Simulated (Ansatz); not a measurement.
Input

```
crystal:
  periodic: [false, false, false]
  atoms:
    - {symbol: C, position_ang: [-1.609836, 0.173465, 1.058131]}
    - {symbol: N, position_ang: [-0.291053, -0.133492, 0.577795]}
    - {symbol: C, position_ang: [0.371204, -1.142153, 1.359677]}
    - {symbol: In, position_ang: [0.453053, 0.583374, -1.145995]}
    - {symbol: N, position_ang: [2.294727, 0.173224, -1.858159]}
    - {symbol: O, position_ang: [-0.584087, 1.975682, -2.114791]}
    - {symbol: H, position_ang: [-1.584645, 0.546245, 2.094085]}
    - {symbol: H, position_ang: [-2.274330, -0.705693, 1.049660]}
    - {symbol: H, position_ang: [-2.084720, 0.946084, 0.447771]}
    - {symbol: H, position_ang: [1.380374, -1.334967, 0.986824]}
    - {symbol: H, position_ang: [0.468275, -0.833593, 2.412333]}
    - {symbol: H, position_ang: [-0.172831, -2.100724, 1.356239]}
    - {symbol: H, position_ang: [2.616871, -0.774145, -1.716725]}
    - {symbol: H, position_ang: [2.416841, 0.407370, -2.834159]}
    - {symbol: H, position_ang: [-1.399851, 2.219333, -1.672695]}
basis:
  gaussian: {orbitals: def2-TZVPP}
hamiltonian: {xc: pbe0, dispersion: d4}
output: {orbitals: {seedname: orbitals}}
```

Command:

```sh
ansatz run in.yaml --threads 2 --pin off --events-out ev --progress --plain --max-ram 32768MiB --backend cuda --devices 0, --max-vram 18GiB
```

Geometry: PBE0-D4/def2-TZVP; core potentials replace the inner electrons of In.

Method: RKS PBE0-D4/def2-TZVPP in Ansatz 0.2.0.

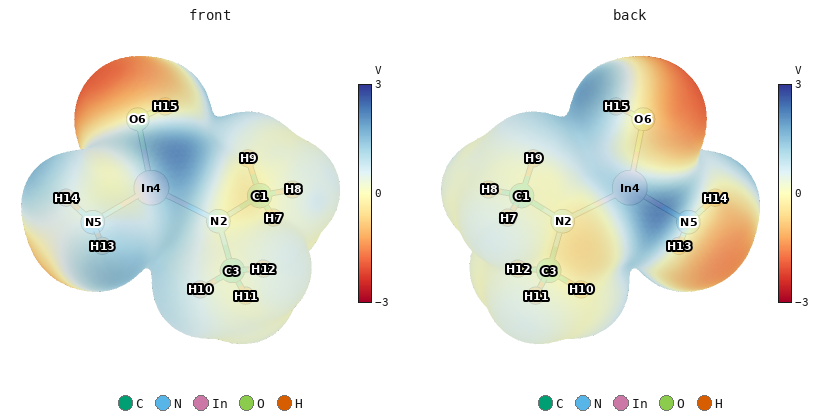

C2H9InN2O (SMILES C[N](C)[In]([NH2])[OH]). The electrostatic potential painted on the density surface at 0.002 e/bohr³, seen from the front and from behind; the colour scale runs from red (negative) to blue (positive).

Which sites attract a positive test charge, and which a negative one?

Answer. A positive charge is drawn to the negative regions and a negative charge to the positive ones. The most negative region (about −1.9 V) lies over O6, the most positive (about +2.2 V) over In4. O6 is the likeliest acceptor of a hydrogen bond.
